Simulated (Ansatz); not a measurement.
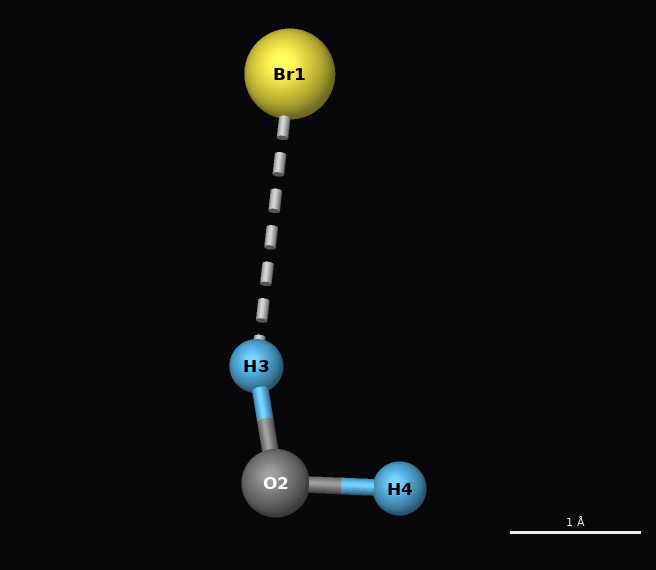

Two molecules or ions; the broken line marks their closest contact (measured against van der Waals radii). The species has charge −1 and is a spin singlet. Geometry: a pair of rigid molecules at a changed separation. Program: Ansatz 0.2.0.

Which two species are they?

Br and H2O (`O.[Br-]`).

How long is the contact?

Br1···H3 is 2.45 Å.

Give the counterpoise-corrected interaction energy (kcal/mol, monomers kept as in the pair) with RHF-CCSD(T) (frozen core)/def2-TZVPPD; ωB97M-V/def2-TZVPPD.

| level | interaction energy (kcal/mol) |
| --- | --- |
| RHF-CCSD(T) (frozen core)/def2-TZVPPD | −12.5 |
| ωB97M-V/def2-TZVPPD | −13.2 |
